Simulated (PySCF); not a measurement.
Consider C6H10Si.

Input

```
{"job": {"kind": "uv", "xc": "PBE0", "basis": "def2-SVPD", "nstates": 8, "ntriplets": 3}, "charge": 0, "multiplicity": 1}
C      3.324364    -0.944836     0.127782
C      2.020665    -0.315246     0.160179
C      0.951771     0.228364     0.183814
C     -0.365030     0.818841     0.225399
C     -1.333645     0.261892    -0.851271
Si    -2.704041     0.024656     0.457378
C     -1.167544     0.460522     1.504181
H      3.888818    -0.681682     1.022704
H      3.216446    -2.029018     0.085557
H      3.879718    -0.611291    -0.749159
H     -0.273206     1.904372     0.127408
H     -1.506564     0.948798    -1.676714
H     -0.957831    -0.668086    -1.275285
H     -3.268597    -1.315014     0.612353
H     -3.754812     1.044352     0.445206
H     -0.726095    -0.391229     2.019584
H     -1.231415     1.276632     2.220438
```

Run with:

```sh
OMP_NUM_THREADS=1 python probes_run.py task.json out
```

Geometry: GFN2-xTB.

All numbers below come from PySCF 2.14.0, PBE0/def2-SVPD, SCF density, gas phase.

What will maps of the electron density and electron localisation function show?

C–C (1.20 Å): ρ at the midpoint is about 2.7 e/Å³; the ELF peaks at about 0.80 between the atoms; a multiple bond.
C–H (1.09 Å): the density is about 1.9 e/Å³ at the midpoint; the ELF climbs to about 1 towards the hydrogen, as it does in any bond to H; a covalent bond by its length.
Si–H (1.46 Å): the density is about 0.79 e/Å³ at the midpoint; the ELF climbs to about 1 towards the hydrogen.

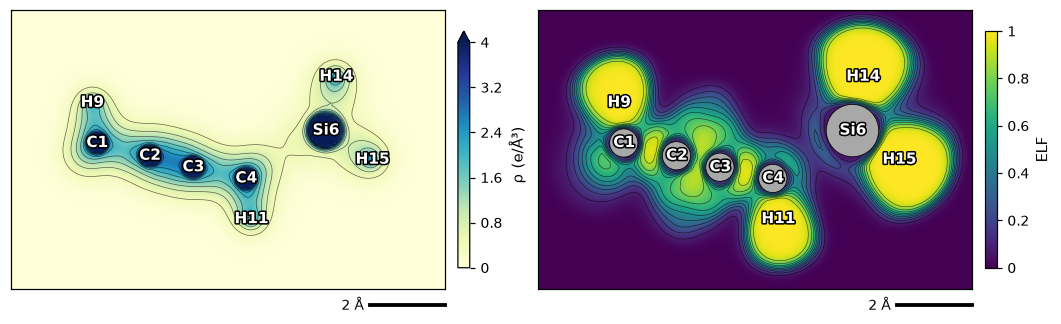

Computed electron density and electron localisation function on the plane of atoms C3, C4 and H11, in this order. Grey discs cover the atomic cores in the ELF map. 
